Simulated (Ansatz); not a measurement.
**Electron scattering at the Σ5 (210) boundary in bcc Nb**

Wanted: what the Σ5 (210) boundary in bcc Nb costs an interconnect.

Calculated with Ansatz 0.2.0; Ansatz plane-wave DFT, r2SCAN, PAW files; relaxation of a bicrystal slab with its lowest layers held; PAW set soft_1, in the first sound run; inputs show where later runs differ.

### 1. The structure

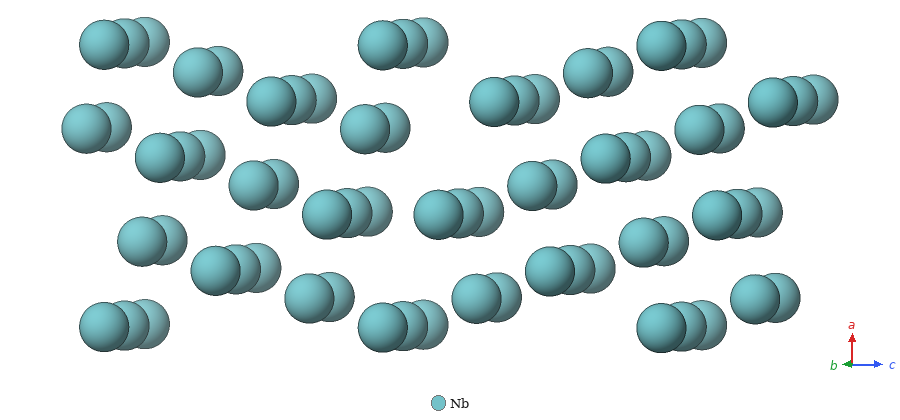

Start, viewed from the side, with the c axis across the page; niobium teal. 1×2×1 cells are drawn. Some periodic images of atoms are drawn too.

The cell holds 25 atoms: 25 Nb. Cell: a = 7.393 Å, b = 3.306 Å, c = 29.483 Å, α = 90.0°, β = 90.0°, γ = 90.0°. It derives from Nb. built on the (2 1 0) plane; 2 overlapping atoms removed and the grains opened by 0 Å. Vacuum lies along c.

### 2. Relaxing the bicrystal

The boundary is built by mirroring the lower grain in the boundary plane and removing any atoms that overlap. A thin bicrystal slab is relaxed first, with the lowest layers held and the upper grain free to shift and open.

Input file input.yaml:

```yaml
crystal:
  lattice:
    - [7.393111554, 0.0, 0.0]
    - [0.0, 3.3063, 0.0]
    - [0.0, 0.0, 29.482778885]
  atoms:
    - { symbol: Nb, position: [0.7, 0.5, 0.1695905267] }
    - { symbol: Nb, position: [0.0, 0.0, 0.1946665604] }
    - { symbol: Nb, position: [0.3, 0.5, 0.219742594] }
    - { symbol: Nb, position: [0.6, 0.0, 0.2448186277] }
    - { symbol: Nb, position: [0.9, 0.5, 0.2698946613] }
    - { symbol: Nb, position: [0.2, 0.0, 0.294970695] }
    - { symbol: Nb, position: [0.5, 0.5, 0.3200467286] }
    - { symbol: Nb, position: [0.8, 0.0, 0.3451227623] }
    - { symbol: Nb, position: [0.1, 0.5, 0.3701987959] }
    - { symbol: Nb, position: [0.4, 0.0, 0.3952748296] }
    - { symbol: Nb, position: [0.7, 0.5, 0.4203508632] }
    - { symbol: Nb, position: [0.0, 0.0, 0.4454268969] }
    - { symbol: Nb, position: [0.4, 0.0, 0.4955789642] }
    - { symbol: Nb, position: [0.1, 0.5, 0.5206549978] }
    - { symbol: Nb, position: [0.8, 0.0, 0.5457310315] }
    - { symbol: Nb, position: [0.5, 0.5, 0.5708070651] }
    - { symbol: Nb, position: [0.2, 0.0, 0.5958830988] }
    - { symbol: Nb, position: [0.9, 0.5, 0.6209591324] }
    - { symbol: Nb, position: [0.6, 0.0, 0.6460351661] }
    - { symbol: Nb, position: [0.3, 0.5, 0.6711111997] }
    - { symbol: Nb, position: [0.0, 0.0, 0.6961872333] }
    - { symbol: Nb, position: [0.7, 0.5, 0.721263267] }
    - { symbol: Nb, position: [0.4, 0.0, 0.7463393006] }
    - { symbol: Nb, position: [0.1, 0.5, 0.7714153343] }
    - { symbol: Nb, position: [0.8, 0.0, 0.7964913679] }
kpoints:
  mp_grid: { grid: [3, 7, 1] }
hamiltonian:
  xc: r2scan
  pseudopotentials: { kind: paw, azcp: { folder: soft_1 } }
scf:
  occupations: { method: fermi_dirac, width: 0.1 }
relax:
  f_tol: 0.03
  max_steps: 80
  constraints: [{ sites: [0, 1, 2, 3, 4] }]
```

Command:

```bash
$ ansatz run input.yaml --threads 4 --pin off --max-ram 15360MiB --backend cpu --events-out ev --progress --plain --runs-dir out
```

Numbers of over 12 decimals in the logs are rounded to 6 here.

The log of the run:

```text
Engine: ansatz 0.2.0, aarch64-unknown-linux-gnu
Pseudopotentials: kind: paw
Pseudopotential: Nb, paw, valence charge 13, recommended cutoff 500 eV (meta_gga), soft_1/Nb.paw.azcp
Functional definition: r2SCAN
  parameter k0 = 0.174
  parameter k1 = 0.065
  parameter a1 = 4.9479
  exchange = r2scan_x(k0 = k0, k1 = k1, a1 = a1)
  correlation = r2scan_c
Crystal: 25 atoms, lattice volume = 720.672 Å³
Basis set: ecut = 500 eV, 18253 PW (Γ), exchange–correlation on 216×100×864 points (64 copies of the dense FFT grid, shifted against one another)
Bands: 195, of which v1, the nominal top of the filled ones, is band 163 counted from 1 (162 counted from 0)
Symmetry: 2 space group operations
Space group: Pm (ITA 6), of the structure as read, at distance tolerance 9.0e-5 Å
k-points: 8 of 21 (time reversal used)
Non-local potential: Nb, projectors of the file, l = 0: 3, l = 1: 2, l = 2: 2, l = 3: 1
PAW form: soft (Blöchl's): semilocal exchange-correlation on the pseudo side does not see the compensation charge
PAW frozen core: Nb, regenerated for the run's functional (the file was generated under x = pbe(κ = 0.804, μ = 0.219515), c = pbe(β = 0.066725))
PAW one-centre angular grid: Nb, 590 points (default); XC on 160 Gauss nodes
Initial density: superposition of atomic densities (neutral atoms: chi_scale 0, normalization atom)
Initial wavefunctions: pseudopotential atomic-orbital guess
Functional: x = r2scan, c = r2scan; τ floored in thin density (d = 2e-4 eV/Å³)
SCF iter   1: F=—  HF=-114099.922676 eV  |F-HF|=—  |Δ(HF+E_count)|=         —  Δρ=7.22e-2  dr2=3.42e2  dr2_τ=1.69e0  ethr=3.10e-3  ⟨swp⟩=9.0  Hψ=7587  notcnv=0
preconditioner: auto → LDOS  [metal: Δε(μ)=0.046 eV  Ē_g=3.826 eV  σ=0.100 eV  W_gap=0.11  n_scr=164 (ndim 8)  ℏωp=15.5 eV  f_vac=0.287  D(μ)=22.73/eV (n_scr^D=164)  β→1.0]
SCF iter   2: F=—  HF=-114092.114649 eV  |F-HF|=—  |Δ(HF+E_count)|=    7.81e0  Δρ=7.10e-2  dr2=5.88e2  dr2_τ=8.48e0  ethr=3.10e-3  ⟨swp⟩=12.8  Hψ=7767  notcnv=0  defer=11
SCF iter   3: F=—  HF=-114080.876839 eV  |F-HF|=—  |Δ(HF+E_count)|=    1.12e1  Δρ=1.89e-2  dr2=1.94e1  dr2_τ=6.92e-1  ethr=3.10e-3  ⟨swp⟩=10.5  Hψ=6436  notcnv=0  defer=7
SCF iter   4: F=—  HF=-114080.963860 eV  |F-HF|=—  |Δ(HF+E_count)|=   8.70e-2  Δρ=5.72e-3  dr2=5.44e-1  dr2_τ=2.93e-2  ethr=3.10e-3  ⟨swp⟩=4.1  Hψ=2029  notcnv=0  defer=1
SCF iter   5: F=—  HF=-114081.017434 eV  |F-HF|=—  |Δ(HF+E_count)|=   5.36e-2  Δρ=3.38e-3  dr2=1.33e0  dr2_τ=1.02e-2  ethr=1.67e-4  ⟨swp⟩=5.0  Hψ=3335  notcnv=0  defer=6
SCF iter   6: F=—  HF=-114080.996885 eV  |F-HF|=—  |Δ(HF+E_count)|=   2.05e-2  Δρ=1.09e-3  dr2=9.04e-2  dr2_τ=1.00e-3  ethr=1.67e-4  ⟨swp⟩=1.9  Hψ=1679  notcnv=0  defer=1
SCF iter   7: F=—  HF=-114080.993452 eV  |F-HF|=—  |Δ(HF+E_count)|=   3.43e-3  Δρ=2.22e-4  dr2=9.40e-4  dr2_τ=4.12e-5  ethr=2.78e-5  ⟨swp⟩=2.2  Hψ=1927  notcnv=0  defer=2
SCF iter   8: F=—  HF=-114080.993800 eV  |F-HF|=—  |Δ(HF+E_count)|=   3.48e-4  Δρ=7.84e-5  dr2=1.15e-4  dr2_τ=5.85e-6  ethr=2.89e-7  ⟨swp⟩=3.0  Hψ=2681  notcnv=0  defer=1
SCF iter   9: F=-114080.993819 eV  HF=-114080.993821 eV  |F-HF|=1.72e-6  |Δ(HF+E_count)|=   2.07e-5  Δρ=2.37e-5  dr2=9.04e-6  dr2_τ=4.08e-7  ethr=6.92e-9  ⟨swp⟩=2.8  Hψ=6378  notcnv=0
SCF 1 converged in 9 iterations: F = -114080.993819 eV  dr2 = 9.04e-6
  greatest PAW one-centre occupation: 1.001 electrons in one spin orbital (limit 2), on the Nb atom at site 7 (counted from 0), in its partial waves of l = 0
relax step   1: F+E_penalty+E_count = -114080.99381926 eV  Δ(F+E_penalty+E_count) = +0.000e0 eV  max|allowed force component| = 1.833e0 eV/Å  Δτ_max = 0.0000 Å  (9 SCF iters, dr2 threshold 2.25e-5 eV, accepted)
Initial density: handed on by an earlier stage of this run
Initial wavefunctions: those handed on with the density
iter 1 solved again at ethr=1.39e-3 eV; its pass at ethr=3.10e-3 eV (dr2=4.51e0 eV) is discarded
SCF iter   1: F=—  HF=-114079.697331 eV  |F-HF|=—  |Δ(HF+E_count)|=         —  Δρ=1.01e-2  dr2=4.70e0  dr2_τ=6.28e0  ethr=1.39e-3  ⟨swp⟩=2.4  Hψ=6077  notcnv=0
preconditioner: auto → LDOS  [metal: Δε(μ)=0.007 eV  Ē_g=3.268 eV  σ=0.100 eV  W_gap=0.02  n_scr=164 (ndim 8)  ℏωp=15.5 eV  f_vac=0.294  D(μ)=30.33/eV (n_scr^D=276)  β→1.0]
SCF iter   2: F=—  HF=-114081.574776 eV  |F-HF|=—  |Δ(HF+E_count)|=    1.88e0  Δρ=4.72e-3  dr2=4.82e-1  dr2_τ=5.97e-2  ethr=1.39e-3  ⟨swp⟩=3.1  Hψ=3164  notcnv=0
SCF iter   3: F=—  HF=-114081.574654 eV  |F-HF|=—  |Δ(HF+E_count)|=   1.22e-4  Δρ=1.79e-3  dr2=1.28e-1  dr2_τ=4.69e-3  ethr=1.48e-4  ⟨swp⟩=2.4  Hψ=2662  notcnv=0  defer=1
SCF iter   4: F=—  HF=-114081.569459 eV  |F-HF|=—  |Δ(HF+E_count)|=   5.20e-3  Δρ=5.99e-4  dr2=1.04e-2  dr2_τ=6.83e-4  ethr=3.94e-5  ⟨swp⟩=2.0  Hψ=2145  notcnv=0
SCF iter   5: F=—  HF=-114081.569127 eV  |F-HF|=—  |Δ(HF+E_count)|=   3.32e-4  Δρ=1.48e-4  dr2=5.17e-4  dr2_τ=2.79e-5  ethr=3.20e-6  ⟨swp⟩=2.4  Hψ=2726  notcnv=0
SCF iter   6: F=-114081.569128 eV  HF=-114081.569153 eV  |F-HF|=2.49e-5  |Δ(HF+E_count)|=   2.63e-5  Δρ=5.93e-5  dr2=6.02e-5  dr2_τ=2.11e-6  ethr=3.08e-8  ⟨swp⟩=3.1  Hψ=5779  notcnv=0
SCF 2 converged in 6 iterations: F = -114081.569128 eV  dr2 = 6.02e-5
  greatest PAW one-centre occupation: 1.001 electrons in one spin orbital (limit 2), on the Nb atom at site 20 (counted from 0), in its partial waves of l = 0
relax step   2: F+E_penalty+E_count = -114081.56912830 eV  Δ(F+E_penalty+E_count) = -5.753e-1 eV  max|allowed force component| = 6.978e-1 eV/Å  Δτ_max = 0.1948 Å  (6 SCF iters, dr2 threshold 1.00e-4 eV, accepted)
SCF iter   1: F=—  HF=-114076.842577 eV  |F-HF|=—  |Δ(HF+E_count)|=         —  Δρ=1.70e-2  dr2=3.63e1  dr2_τ=2.62e1  ethr=3.10e-3  ⟨swp⟩=7.2  Hψ=5191  notcnv=0  defer=1
preconditioner: auto → LDOS  [metal: Δε(μ)=0.007 eV  Ē_g=3.320 eV  σ=0.100 eV  W_gap=0.02  n_scr=164 (ndim 8)  ℏωp=15.5 eV  f_vac=0.300  D(μ)=29.14/eV (n_scr^D=272)  β→1.0]
SCF iter   2: F=—  HF=-114082.005888 eV  |F-HF|=—  |Δ(HF+E_count)|=    5.16e0  Δρ=7.65e-3  dr2=3.67e0  dr2_τ=1.24e-1  ethr=3.10e-3  ⟨swp⟩=2.5  Hψ=2838  notcnv=0  defer=1
SCF iter   3: F=—  HF=-114081.981724 eV  |F-HF|=—  |Δ(HF+E_count)|=   2.42e-2  Δρ=2.40e-3  dr2=4.39e-1  dr2_τ=8.19e-3  ethr=1.13e-3  ⟨swp⟩=2.5  Hψ=1764  notcnv=0  defer=1
SCF iter   4: F=—  HF=-114081.979987 eV  |F-HF|=—  |Δ(HF+E_count)|=   1.74e-3  Δρ=1.38e-3  dr2=5.36e-2  dr2_τ=3.53e-3  ethr=1.35e-4  ⟨swp⟩=2.4  Hψ=2223  notcnv=0  defer=1
SCF iter   5: F=—  HF=-114081.974805 eV  |F-HF|=—  |Δ(HF+E_count)|=   5.18e-3  Δρ=2.54e-4  dr2=1.85e-3  dr2_τ=9.22e-5  ethr=1.65e-5  ⟨swp⟩=2.4  Hψ=2677  notcnv=0  defer=1
[...]
relax step   6: F+E_penalty+E_count = -114082.36385756 eV  Δ(F+E_penalty+E_count) = -2.501e-2 eV  max|allowed force component| = 1.869e-1 eV/Å  Δτ_max = 0.1804 Å  (8 SCF iters, dr2 threshold 8.18e-6 eV, accepted)
relax step   7: F+E_penalty+E_count = -114082.37148284 eV  Δ(F+E_penalty+E_count) = -7.625e-3 eV  max|allowed force component| = 1.154e-1 eV/Å  Δτ_max = 0.0461 Å  (6 SCF iters, dr2 threshold 2.87e-5 eV, accepted)
relax step   8: F+E_penalty+E_count = -114082.37319031 eV  Δ(F+E_penalty+E_count) = -1.707e-3 eV  max|allowed force component| = 1.054e-1 eV/Å  Δτ_max = 0.0308 Å  (6 SCF iters, dr2 threshold 5.07e-6 eV, accepted)
relax step   9: F+E_penalty+E_count = -114082.37333338 eV  Δ(F+E_penalty+E_count) = -1.431e-4 eV  max|allowed force component| = 1.132e-1 eV/Å  Δτ_max = 0.0306 Å  (6 SCF iters, dr2 threshold 4.24e-6 eV, accepted)
relax step  10: F+E_penalty+E_count = -114082.37480053 eV  Δ(F+E_penalty+E_count) = -1.467e-3 eV  max|allowed force component| = 4.448e-2 eV/Å  Δτ_max = 0.0203 Å  (5 SCF iters, dr2 threshold 1.07e-5 eV, accepted)
SCF iter   1: F=—  HF=-114082.347881 eV  |F-HF|=—  |Δ(HF+E_count)|=         —  Δρ=6.36e-4  dr2=1.29e-2  dr2_τ=4.05e-2  ethr=2.61e-5  ⟨swp⟩=2.0  Hψ=2580  notcnv=0  defer=2
preconditioner: auto → LDOS  [metal: Δε(μ)=0.007 eV  Ē_g=3.382 eV  σ=0.100 eV  W_gap=0.02  n_scr=164 (ndim 8)  ℏωp=15.5 eV  f_vac=0.316  D(μ)=28.15/eV (n_scr^D=244)  β→1.0]
SCF iter   2: F=—  HF=-114082.375271 eV  |F-HF|=—  |Δ(HF+E_count)|=   2.74e-2  Δρ=3.63e-4  dr2=9.81e-4  dr2_τ=1.77e-4  ethr=3.98e-6  ⟨swp⟩=2.0  Hψ=3102  notcnv=0  defer=2
SCF iter   3: F=—  HF=-114082.375271 eV  |F-HF|=—  |Δ(HF+E_count)|=   1.33e-7  Δρ=1.00e-4  dr2=1.47e-4  dr2_τ=1.00e-5  ethr=3.02e-7  ⟨swp⟩=2.1  Hψ=2859  notcnv=0  defer=2
SCF iter   4: F=—  HF=-114082.375274 eV  |F-HF|=—  |Δ(HF+E_count)|=   3.03e-6  Δρ=3.30e-5  dr2=1.58e-5  dr2_τ=1.43e-6  ethr=4.51e-8  ⟨swp⟩=2.4  Hψ=2802  notcnv=0  defer=2
SCF iter   5: F=—  HF=-114082.375440 eV  |F-HF|=—  |Δ(HF+E_count)|=   1.67e-4  Δρ=1.07e-5  dr2=2.18e-6  dr2_τ=1.14e-7  ethr=4.87e-9  ⟨swp⟩=3.0  Hψ=2973  notcnv=0  defer=2
SCF iter   6: F=—  HF=-114082.375440 eV  |F-HF|=—  |Δ(HF+E_count)|=   3.49e-8  Δρ=4.34e-6  dr2=1.45e-7  dr2_τ=1.06e-8  ethr=6.70e-10  ⟨swp⟩=2.1  Hψ=2687  notcnv=0  defer=2
SCF iter   7: F=-114082.375441 eV  HF=-114082.375441 eV  |F-HF|=2.19e-8  |Δ(HF+E_count)|=   7.82e-8  Δρ=1.37e-6  dr2=3.18e-8  dr2_τ=1.69e-9  ethr=3.08e-11  ⟨swp⟩=5.2  Hψ=5470  notcnv=0
SCF 11 converged in 7 iterations: F = -114082.375441 eV  dr2 = 3.18e-8
relax step  11: F+E_penalty+E_count = -114082.37544053 eV  Δ(F+E_penalty+E_count) = -6.400e-4 eV  max|allowed force component| = 9.808e-3 eV/Å  Δτ_max = 0.0132 Å  (7 SCF iters, accepted)
iter 1 solved again at ethr=9.76e-12 eV; its pass at ethr=3.10e-3 eV (dr2=3.17e-8 eV) is discarded
SCF iter   1: F=—  HF=-114082.375441 eV  |F-HF|=—  |Δ(HF+E_count)|=         —  Δρ=1.37e-6  dr2=3.18e-8  dr2_τ=1.69e-9  ethr=9.76e-12  ⟨swp⟩=2.4  Hψ=6212  notcnv=0  defer=2
preconditioner: auto → LDOS  [metal: Δε(μ)=0.007 eV  Ē_g=3.382 eV  σ=0.100 eV  W_gap=0.02  n_scr=164 (ndim 8)  ℏωp=15.5 eV  f_vac=0.316  D(μ)=28.17/eV (n_scr^D=244)  β→1.0]
SCF iter   2: F=-114082.375441 eV  HF=-114082.375441 eV  |F-HF|=2.17e-8  |Δ(HF+E_count)|=   4.50e-9  Δρ=1.10e-6  dr2=2.23e-8  dr2_τ=1.05e-9  ethr=9.76e-12  ⟨swp⟩=4.5  Hψ=4574  notcnv=0
SCF 12 converged in 2 iterations: F = -114082.375441 eV  dr2 = 2.23e-8
SCF converged after 2 iterations
Free energy (F): -114082.375441 eV
Harris-Foulkes:  -114082.375441 eV  (|F-HF|=2.17e-8)
Internal energy: -114081.445053 eV  (E = F + TS)
E sigma→0 (E₀):  -114081.910247 eV
Entropy (-TS):   -0.930388 eV (-37.216 meV/atom)
Fermi energy:    9.839680 eV
--- Per-component energies (eV) ---
  E_band       = -4580.909204
  E_kinetic    = 9292.324585
  E_local      = -276924.137928  (includes V_loc(G=0)·N_el)
  E_nonlocal   = 2378.317212
  E_hartree    = 134428.684549
  E_xc         = -3972.212062
  E_vxc        = -5535.592334  (∫ρ·V_xc dr)
  E_paw        = -77489.591358  (= ΣΔE_a)
  E_vpaw       = -3001.058936  (= ΣTr[D̂ρ^β])
  E_aug_tail   = 0.000589  (compensation charges beyond the density's cutoff)
  E_vtau       = 351.871378  (kinetic-family band-sum trace: ∫τ·v_τ [+ j·A + Jᵃ·Aᵃ] dr)
  E_ewald      = 98209.980116
  E_core_change = -4.810756  (= ΣΔE_core)
  E_smearing   = -0.930388  (= −TS)
  E_closure    = -0.000000  (closes the sum)
  Σ components = -114082.375441   (vs F -114082.375441, Δ=0.00e0)
--- Forces (eV/Å), atoms counted from 1 ---
  atom   1  Nb     0.60520624    -0.00000000     1.80157386
  atom   2  Nb    -0.58702590     0.00000000    -0.14447340
  atom   3  Nb    -0.17410330     0.00000000    -0.19967440
  atom   4  Nb     0.34737116     0.00000000    -0.85225791
  atom   5  Nb    -0.19167472     0.00000000    -0.61173086
  atom   6  Nb     0.00578479    -0.00000000    -0.00090175
  atom   7  Nb    -0.00558980    -0.00000000     0.00453470
  atom   8  Nb    -0.00211921    -0.00000000     0.00086307
  atom   9  Nb     0.00226844    -0.00000000     0.00051738
  atom  10  Nb     0.00072106     0.00000000     0.00534279
  atom  11  Nb     0.00039094    -0.00000000    -0.00272371
  atom  12  Nb     0.00513170     0.00000000     0.00300310
  atom  13  Nb    -0.00426223     0.00000000    -0.00475488
  atom  14  Nb     0.00259125    -0.00000000    -0.00308646
  atom  15  Nb     0.00438273    -0.00000000     0.00112159
  atom  16  Nb    -0.00574032     0.00000000    -0.00030620
  atom  17  Nb    -0.00067491    -0.00000000    -0.00184878
  atom  18  Nb    -0.00350936    -0.00000000     0.00704556
  atom  19  Nb     0.00273164    -0.00000000     0.00351096
  atom  20  Nb     0.00211576    -0.00000000     0.00711349
  atom  21  Nb    -0.00980919     0.00000000     0.00216468
  atom  22  Nb     0.00014852     0.00000000    -0.00954435
  atom  23  Nb     0.00420521    -0.00000000    -0.00101946
  atom  24  Nb    -0.00104795     0.00000000    -0.00231085
  atom  25  Nb     0.00251521     0.00000000    -0.00214058
  max |Σ_I F_I| component: 1.76e-5 eV/Å
--- Relaxed structure (11 steps of the walk, 11 accepted, 0 SCFs on fresh bases) ---
  F+E_penalty+E_count = -114082.37544053 eV   max|allowed force component| = 9.808e-3 eV/Å
  atoms:
    - { symbol: Nb, position: [0.700000, 0.500000, 0.1695905267] }
    - { symbol: Nb, position: [0.0, 0.0, 0.194667] }
    - { symbol: Nb, position: [0.3, 0.500000, 0.219742594] }
    - { symbol: Nb, position: [0.6, 0.0, 0.2448186277] }
    - { symbol: Nb, position: [0.9, 0.500000, 0.2698946613] }
    - { symbol: Nb, position: [0.199766, 1.117675456918699e-18, 0.293842] }
    - { symbol: Nb, position: [0.504607, 0.500000, 0.319746] }
    - { symbol: Nb, position: [0.800595, -2.6270586475525954e-18, 0.347776] }
    - { symbol: Nb, position: [0.105459, 0.500000, 0.366140] }
    - { symbol: Nb, position: [0.415195, 2.7782144055280986e-18, 0.392469] }
    - { symbol: Nb, position: [0.713577, 0.500000, 0.434191] }
    - { symbol: Nb, position: [0.028092, 9.98964285861357e-18, 0.435336] }
    - { symbol: Nb, position: [0.413864, 1.7703520891280326e-17, 0.477697] }
    - { symbol: Nb, position: [0.103725, 0.500000, 0.504267] }
    - { symbol: Nb, position: [0.798978, 2.2894764197307614e-17, 0.522605] }
    - { symbol: Nb, position: [0.507882, 0.500000, 0.549715] }
    - { symbol: Nb, position: [0.201380, 2.000615763835322e-17, 0.575675] }
    - { symbol: Nb, position: [0.897041, 0.500000, 0.600163] }
    - { symbol: Nb, position: [0.598246, 2.104624566933956e-17, 0.624776] }
    - { symbol: Nb, position: [0.298436, 0.500000, 0.651091] }
    - { symbol: Nb, position: [0.000256862, 2.0683805170847726e-17, 0.675295] }
    - { symbol: Nb, position: [0.697366, 0.500000, 0.700591] }
    - { symbol: Nb, position: [0.387283, 2.0147790660535073e-17, 0.725988] }
    - { symbol: Nb, position: [0.094516, 0.500000, 0.748954] }
    - { symbol: Nb, position: [0.804512, 3.010575704520328e-17, 0.766082] }
```

Elapsed: 14 min, on 4 threads of Arm Neoverse V1, shared host; peak memory 4.3 GiB.

The steps of the relaxation:

```csv
step,energy less that of the first step (eV),largest force component (eV/Å)
1,0.0000,1.8329
2,-0.5753,0.6978
3,-0.9811,0.3667
4,-1.2191,0.1609
5,-1.3450,0.2061
6,-1.3700,0.1869
7,-1.3777,0.1154
8,-1.3794,0.1054
9,-1.3795,0.1132
10,-1.3810,0.0445
11,-1.3816,0.0098
```

The run keeps the 2 symmetry operations that it works with, so distortions that break them were not tested.

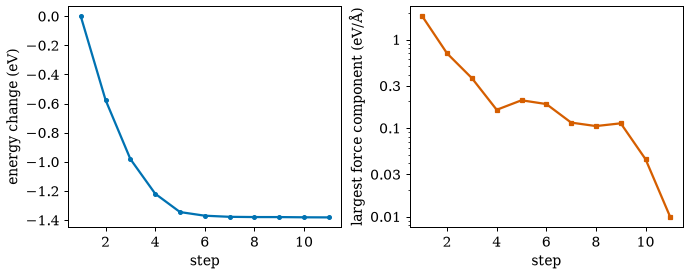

Energy and largest force along the relaxation.

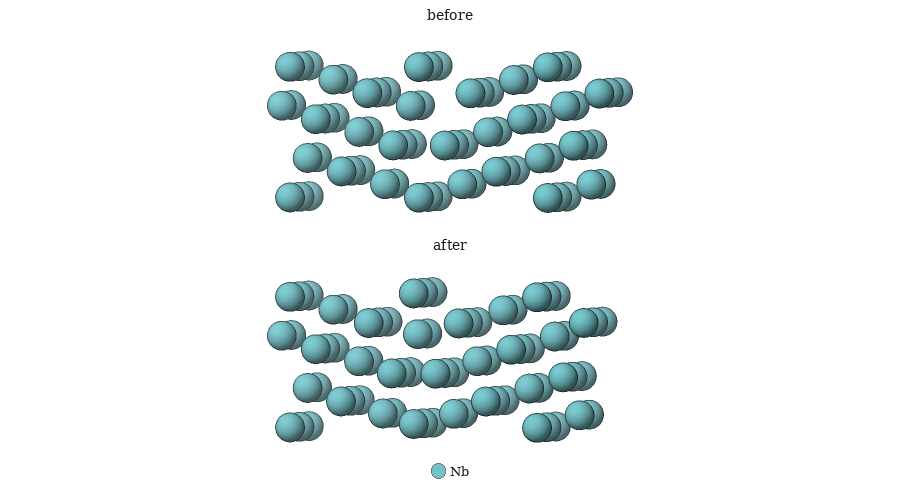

Before and after, at one scale.

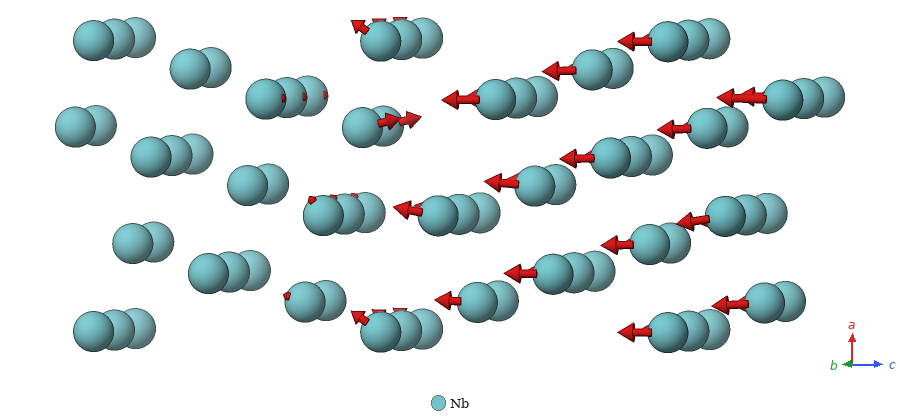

Displacements in the relaxation, exaggerated; the longest in the cell stands for 0.90 Å. 1×2×1 cells are drawn. Some periodic images of atoms are drawn too.

The atoms that moved most (Å):

```csv
atom,dx,dy,dz,length
Nb25,0.033,0.000,-0.897,0.897
Nb15,-0.008,0.000,-0.682,0.682
Nb24,-0.041,0.000,-0.662,0.663
Nb19,-0.013,0.000,-0.627,0.627
Nb16,0.058,0.000,-0.622,0.625
Nb21,0.002,0.000,-0.616,0.616
Nb18,-0.022,0.000,-0.613,0.614
Nb22,-0.019,0.000,-0.609,0.610
```

Numbers from this step:

| Item | Value |
| --- | --- |
| free energy | -114082.3754 eV |
| energy at zero smearing | -114081.9102 eV |
| Fermi energy | 9.840 eV |

The largest force component on a free atom ends at 0.0098 eV/Å, under the tolerance of 0.03, after 11 steps.

(Part 1 of 3 ends here.)

[Logs are printed without paths, hosts, clocks, repeated set-up lines and the standing remarks that a program may print on its own settings, such as how far it seeks lower states.]

[Hosts, paths, dates, database ids (printed as entryN), source tags and the programs' standing remarks are cut or masked in the printed files.]
